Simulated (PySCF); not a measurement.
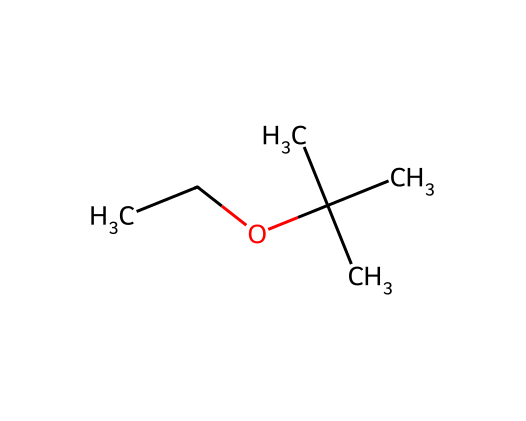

Skeletal drawing of a molecule.

Question: Write the SMILES.

Answer: CCOC(C)(C)C

Question: Give the formula, hydrogens included.

Answer: C6H14O.

Question: An optimisation with GFN2-xTB gave a structure of which point group?

Answer: Cs. Other conformers may differ.

The parts below concern this one geometry. Atoms keep their numbers from picture to picture. The computed structure is the end point of a GFN2-xTB optimisation. No frequency run is at hand to confirm it as a minimum.

### Shape

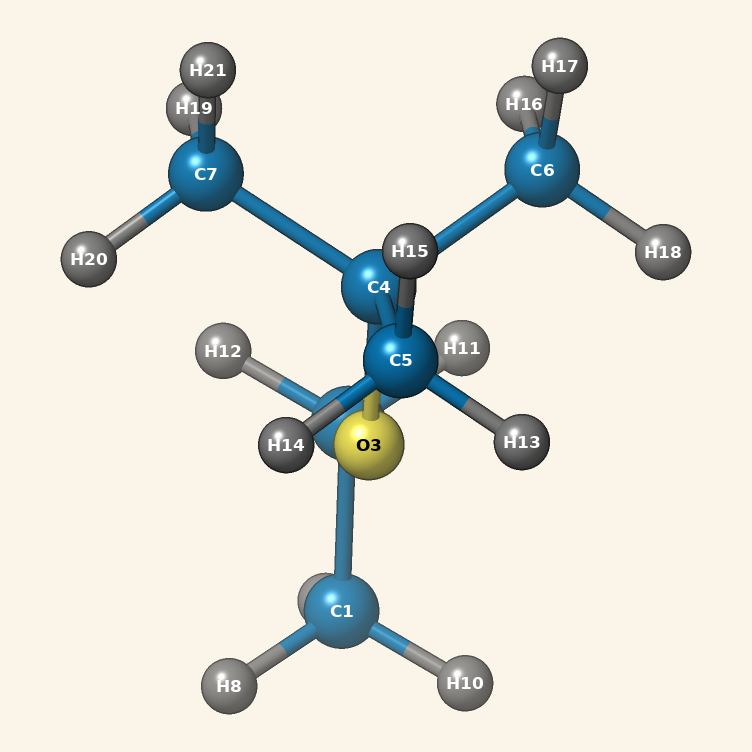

C2 lies behind O3. The molecule seen nearly along the O3–C2 bond, O3 in front. Atoms fade into the background with distance from the viewer. No frequency run is at hand to confirm it as a minimum.

Question: What is the torsion angle C4–O3–C2–C1? The sign is positive where the front bond must turn clockwise to cover the back bond.

Answer: 180°, antiperiplanar (anti).

### NMR shielding

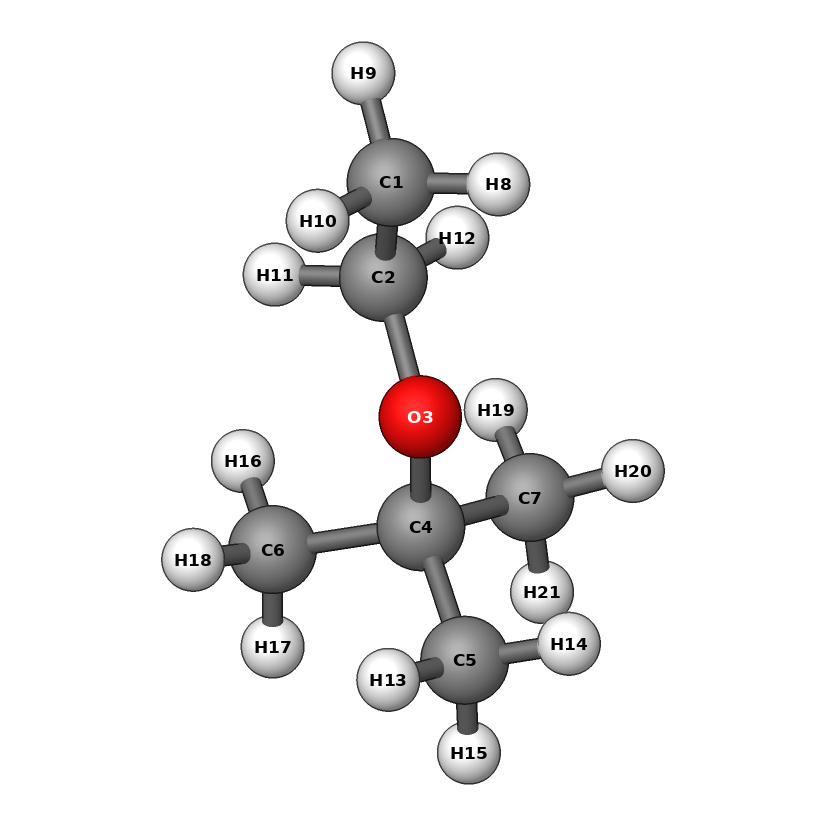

No frequency run is at hand to confirm it as a minimum. Level of theory: GIAO PBE0/pcSseg-1 NMR shielding, non-relativistic, gas phase (PySCF 2.14.0). Principal shieldings σ11 ≤ σ22 ≤ σ33, span Ω = σ33 − σ11, skew κ = 3(σiso − σ22)/Ω.

Give the shielding tensors of the O atoms.

```tsv
atom	σ11	σ22	σ33	σiso	Ω	κ
O3	212.9	220.3	304.6	245.9	91.7	0.84
```

Shieldings and span in ppm.

### Electronic properties

No frequency run is at hand to confirm it as a minimum. Properties computed with PBE0/pcSseg-1, gas phase (PySCF 2.14.0).

Predict the main results.

- dipole moment: 1.21 D
- HOMO energy (Kohn–Sham orbital): −7.17 eV
- LUMO energy (Kohn–Sham orbital): 1.42 eV
- HOMO–LUMO gap: 8.59 eV

### Quadrupole coupling

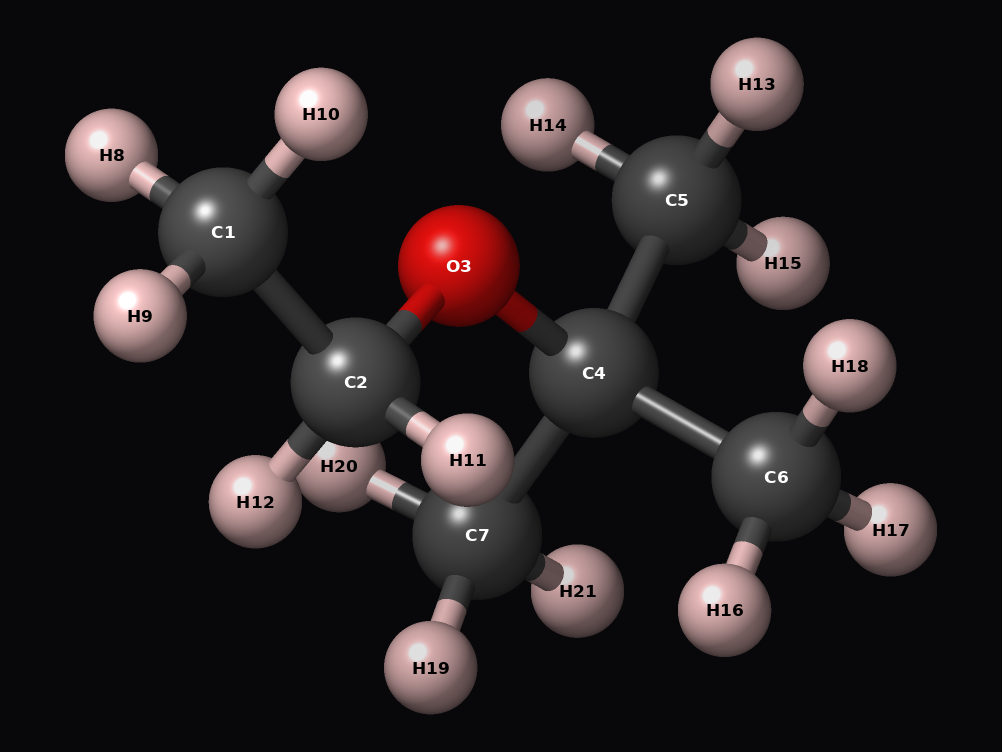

No frequency run is at hand to confirm it as a minimum. Electric field gradients from the ground-state density, PBE0/pcSseg-1 (PySCF 2.14.0), non-relativistic apart from any core potentials.

Give the largest field-gradient component, the quadrupole coupling constant and the asymmetry for 17O at O3 (Q = −25.6 mb), 2H at H8 (Q = 2.86 mb), 2H at H9 (Q = 2.86 mb), 2H at H11 (Q = 2.86 mb), 2H at H13 (Q = 2.86 mb).

| atom | V_zz (a.u.) | e²qQ/h (MHz) | η |
| --- | --- | --- | --- |
| O3 | 2.002 | −12.04 | 0.97 |
| H8 | 0.317 | 0.213 | 0.02 |
| H9 | 0.318 | 0.213 | 0.02 |
| H11 | 0.284 | 0.191 | 0.06 |
| H13 | 0.318 | 0.213 | 0.02 |
